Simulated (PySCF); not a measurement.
# C₄H₁₂O₂Si, SMILES `C[Si](C)(OC)OC`: electronic structure

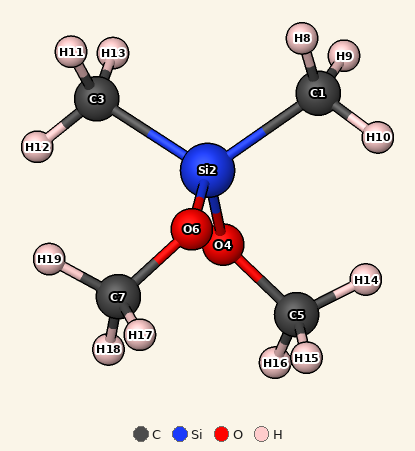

The molecule, with its atoms numbered as below. No frequency check shows the geometry to be a minimum.

Geometry (Å), atoms numbered from 1:

```
C1      -0.6798   -1.4770    1.4444
Si2     -0.0006   -0.4536    0.0003
C3       0.6794   -1.4771   -1.4448
O4      -1.1271    0.4622   -0.7605
C5      -1.9880    1.4071   -0.1872
O6       1.1276    0.4616    0.7604
C7       1.9889    1.4062    0.1873
H8       0.0600   -2.1681    1.8315
H9      -1.5383   -2.0583    1.1240
H10     -0.9953   -0.8424    2.2670
H11      1.5377   -2.0588   -1.1244
H12      0.9952   -0.8426   -2.2673
H13     -0.0607   -2.1679   -1.8319
H14     -2.7899    0.9079    0.3618
H15     -1.4523    2.0661    0.5000
H16     -2.4199    1.9995   -0.9950
H17      2.4211    1.9983    0.9951
H18      1.4535    2.0655   -0.4999
H19      2.7906    0.9067   -0.3618
```

Part 1: Bonding charge

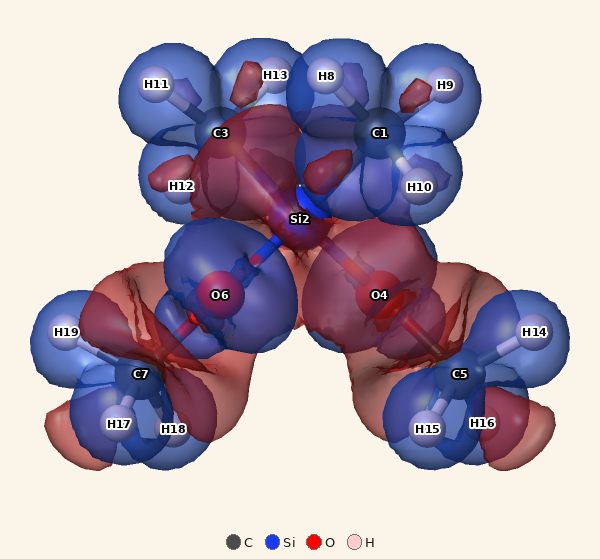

Deformation density (molecule less spherical, spin-averaged free atoms at the same positions), surfaces at ±0.05 e/Å³; blue: gain, red: loss.

Level of theory: ωB97X/def2-TZVP (PySCF), at a geometry from GFN2-xTB.

Question: How much density has each bond gained at its critical point, relative to the free atoms?

Answer: C5–H16 and C7–H17: +0.79 e/Å³ at the bond critical point (bond length 1.09 Å, Mayer order 1.0). C5–H14 and C7–H19: +0.78 e/Å³ at the bond critical point (bond length 1.09 Å, Mayer order 1.0). C5–H15 and C7–H18: +0.78 e/Å³ at the bond critical point (bond length 1.09 Å, Mayer order 1.0). C1–H8 and C3–H13: +0.69 e/Å³ at the bond critical point (bond length 1.08 Å, Mayer order 1.0). C3–H11 and C1–H9: +0.69 e/Å³ at the bond critical point (bond length 1.08 Å, Mayer order 1.0). C3–H12 and C1–H10: +0.69 e/Å³ at the bond critical point (bond length 1.09 Å, Mayer order 1.0). C1–Si2 and Si2–C3: +0.22 e/Å³ at the bond critical point (bond length 1.90 Å, Mayer order 1.0). Si2–O4 and Si2–O6: +0.12 e/Å³ at the bond critical point (bond length 1.64 Å, Mayer order 1.2); up to 0.6 Å beside the axis the gain reaches +0.44 e/Å³. O4–C5 and O6–C7: +0.10 e/Å³ at the bond critical point (bond length 1.40 Å, Mayer order 0.9); up to 0.6 Å beside the axis the gain reaches +0.34 e/Å³. In all, 4.6 electrons gather in the regions of gain relative to the promolecule. A small or negative value marks a very polar bond, one between electron-rich atoms, whose free-atom densities already overlap strongly, a long bond to a heavier atom, or a closed-shell contact such as a hydrogen bond.

Question: Where do the Hirshfeld charges lie?

Answer: The highest Hirshfeld charge is on Si2 (+0.51 e), the lowest on C1 and C3 (−0.24 e).

| atom | charge (e) |
| --- | --- |
| C1 | −0.24 |
| Si2 | +0.51 |
| C3 | −0.24 |
| O4 | −0.23 |
| C5 | −0.04 |
| O6 | −0.24 |
| C7 | −0.04 |
| H8 | +0.05 |
| H9 | +0.04 |
| H10 | +0.04 |
| H11 | +0.04 |
| H12 | +0.04 |
| H13 | +0.05 |
| H14 | +0.04 |
| H15 | +0.04 |
| H16 | +0.05 |
| H17 | +0.05 |
| H18 | +0.04 |
| H19 | +0.04 |

Part 2: Local ionisation energy

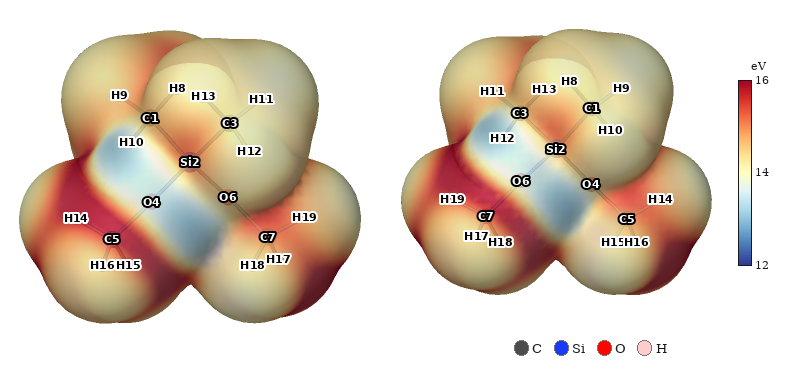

Average local ionisation energy on the surface of electron density 0.001 a.u. (back view left, front view right).

Question: Where are the most loosely bound electrons on this surface?

Answer: The lowest value is 12.9 eV, 1.9 Å from O4. Further minima include 13.0 eV, 1.9 Å from O6; 13.0 eV, 1.8 Å from O4; 13.8 eV, near H9 (1.79 Å), H10 (1.91 Å), H8 (1.98 Å) and C1 (1.99 Å). For comparison, the highest occupied orbital lies at −10.2 eV.

Question: What volume does the surface enclose, and what is the dipole moment?

Answer: About 173 Å³; the dipole moment is 0.7 D.

Part 3: In an electric field

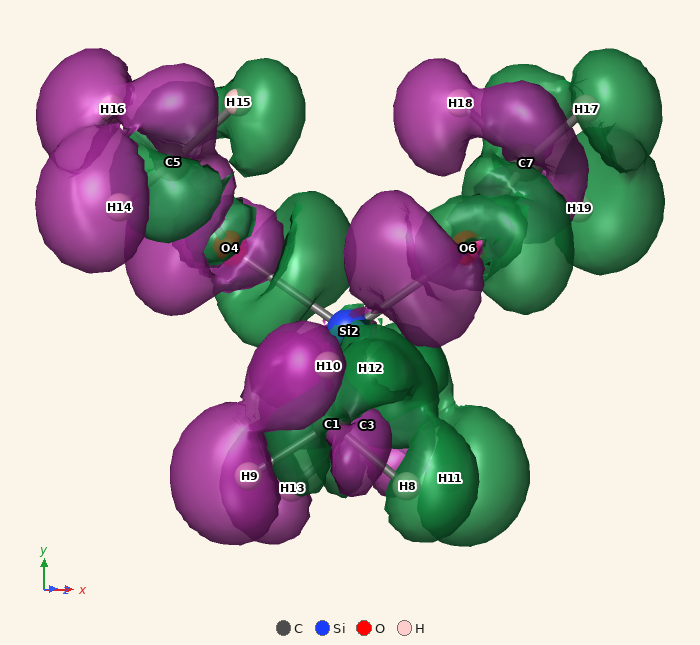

Change of the electron density in a uniform field of 0.21 V/Å, surfaces at ±0.0015 e/Å³ (green: gain, purple: loss).

PySCF calculation, ωB97X/def2-TZVP, gas phase; geometry: GFN2-xTB. A basis without diffuse functions makes polarisabilities too small.

The field was applied in both directions; the picture shows the one opposite to the script's first.

Question: Along which Cartesian direction does the field point?

Answer: Along −x: electrons gather on the +x side, against the field.

Question: What dipole is induced, and what polarisability does it imply?

Answer: The induced dipole is 0.80 D (along the field); α along this axis, from the fields in both directions, is 79 bohr³ (11.7 Å³).

Part 4: Removing or adding an electron

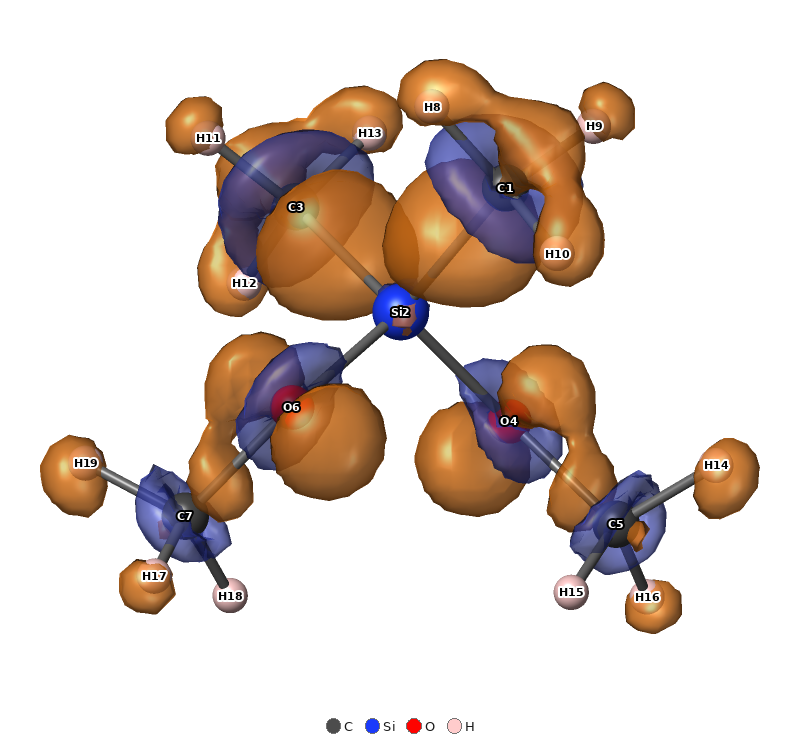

Fukui function f⁻ = ρ(N) − ρ(N−1) at fixed geometry, surfaces at ±0.03 e/Å³ (orange positive, blue negative).

Computed with PySCF, ωB97X/def2-TZVP, geometry: GFN2-xTB.

Question: Which atoms respond most to the removal of an electron?

Answer: f⁻ (Hirshfeld-condensed) is largest on C1 and C3 (0.10 each), O4 and O6 (0.09 each) and Si2 (0.08); the vertical ionisation energy is 10.03 eV (the stability of the cation's solution wasn't checked). Condensed values hint at sites of electrophilic attack but needn't mark the atom that reacts. Shares this close don't rank the sites. Orbital relaxation makes it negative in places (0.27 e in all).
